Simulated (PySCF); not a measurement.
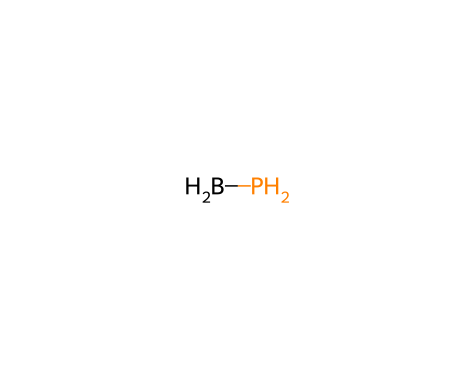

A structural formula.

> Give its SMILES.

BP

> What is the molecular formula?

BH4P.

> An optimisation with PBE0-D3(BJ)/def2-SVP gave a structure of which point group?

Cs.

More results for the same structure follow; atom numbers are the same in all pictures, views and colours differ. Computed geometry: PBE0-D3(BJ)/def2-SVP optimisation. No frequency run is at hand to confirm it as a minimum.

NMR shielding

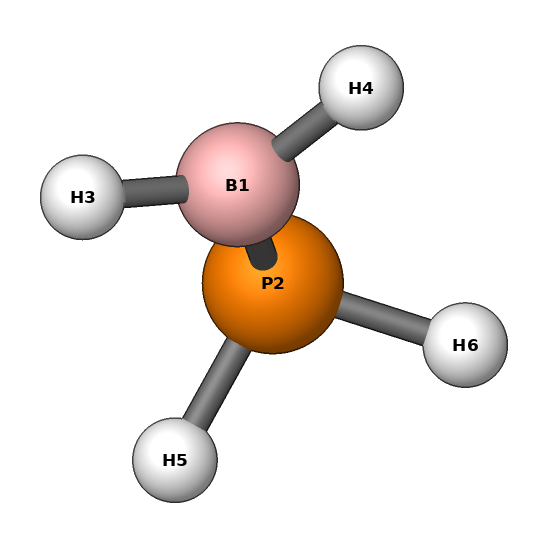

No frequency run is at hand to confirm it as a minimum. Method: GIAO mPW1PW91/pcSseg-2 NMR shielding, non-relativistic, gas phase (PySCF 2.14.0). Principal shieldings σ11 ≤ σ22 ≤ σ33, span Ω = σ33 − σ11, skew κ = 3(σiso − σ22)/Ω.

Give the shielding tensors of the B atoms.

```
atom     σ11    σ22    σ33  σiso      Ω     κ
  B1  −100.6  −13.2  141.5   9.2  242.1  0.28
```

Shieldings and span in ppm.

Quadrupole coupling

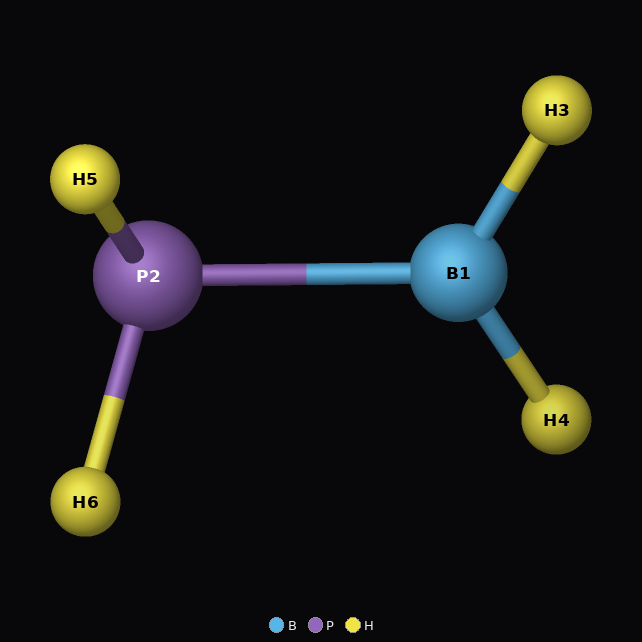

No frequency run is at hand to confirm it as a minimum. Electric field gradients from the ground-state density, PBE0/STO-3G (PySCF 2.14.0), non-relativistic apart from any core potentials.

Give the largest field-gradient component, the quadrupole coupling constant and the asymmetry for 11B at B1 (Q = 40.59 mb), 2H at H3 (Q = 2.86 mb), 2H at H5 (Q = 2.86 mb).

```json
{"atom": "B1", "V_zz (a.u.)": "0.420", "e²qQ/h (MHz)": "4.01", "η": "0.12"}
{"atom": "H3", "V_zz (a.u.)": "0.171", "e²qQ/h (MHz)": "0.115", "η": "0.13"}
{"atom": "H5", "V_zz (a.u.)": "0.194", "e²qQ/h (MHz)": "0.130", "η": "0.07"}
```

Levels of theory compared

No frequency run is at hand to confirm it as a minimum. Program: PySCF 2.14.0.

Tabulate dipole (D) at these levels: B97-2/pcSseg-2; BHandHLYP/pcSseg-2; CAM-B3LYP/pcSseg-2; LC-wPBE/pcSseg-2; PBE0/6-31G; PBE0/STO-3G; PBE0/pcSseg-2; WP04/pcSseg-2; mPW1PW91/pcSseg-2; ωB97X-D/pcSseg-2.

```json
{"level": "B97-2/pcSseg-2", "dipole (D)": "0.84"}
{"level": "BHandHLYP/pcSseg-2", "dipole (D)": "0.80"}
{"level": "CAM-B3LYP/pcSseg-2", "dipole (D)": "0.82"}
{"level": "LC-wPBE/pcSseg-2", "dipole (D)": "0.86"}
{"level": "PBE0/6-31G", "dipole (D)": "1.18"}
{"level": "PBE0/STO-3G", "dipole (D)": "1.23"}
{"level": "PBE0/pcSseg-2", "dipole (D)": "0.86"}
{"level": "WP04/pcSseg-2", "dipole (D)": "0.73"}
{"level": "mPW1PW91/pcSseg-2", "dipole (D)": "0.84"}
{"level": "ωB97X-D/pcSseg-2", "dipole (D)": "0.84"}
```
